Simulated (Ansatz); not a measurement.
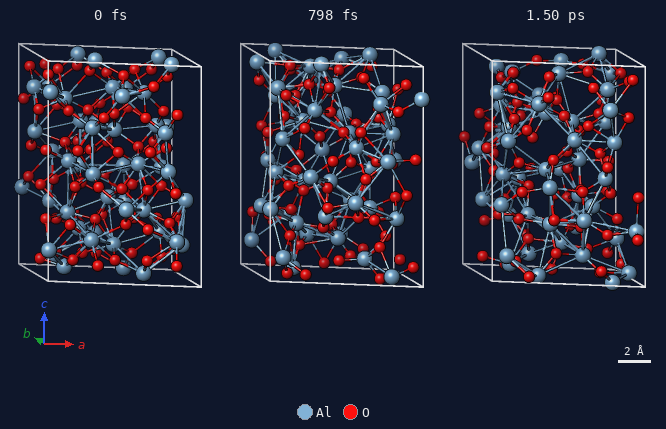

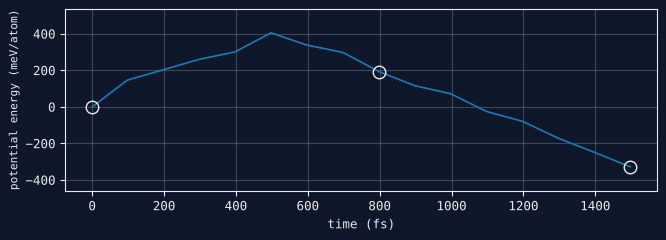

Molecular dynamics of an amorphous cell of composition Al48O72 (120 atoms in the cell), 1.50 ps long. Frames and the history of the run. Style: ball-and-stick. Shown: the simulation cell, slightly off an axis. Atoms that leave the cell re-enter on the other side. Bonds to atoms that aren't drawn are left out.

Computed with Ansatz, DFT, PBEsol, PAW, plane waves. Settings: plane-wave cutoff 420 eV; k-point mesh 1 × 1 × 1; Fermi-Dirac smearing 0.01 eV; Langevin thermostat (NVT); set temperature 4500 K, then 4500 K at the end of 240 steps, then to 300 K over 360 steps; time step 2.5 fs.

What happens in this trajectory?

Answer. Under the programmed temperature the kinetic temperature goes from 4618 K (first eighth) to 803 K (last eighth), with a peak of 4888 K. That is well off the final set point of 300 K. The potential energy in the second half lies on average 58.9 meV per atom below the first frame. In the second half of the run the atoms are, in the root-mean-square, this far from where they began (common drift taken out): O 1.62 Å, Al 1.54 Å. That is a large part of the typical shortest distance between atoms in the first frame, about 1.8 Å and still growing: the atoms leave their places as in a liquid.

Limits of the set-up: the program's low-accuracy preset was used.

The run took 11 min on 1 × NVIDIA GB300 Max-Q with 8 threads of Arm Neoverse-V2, peak memory 2.1 GiB.
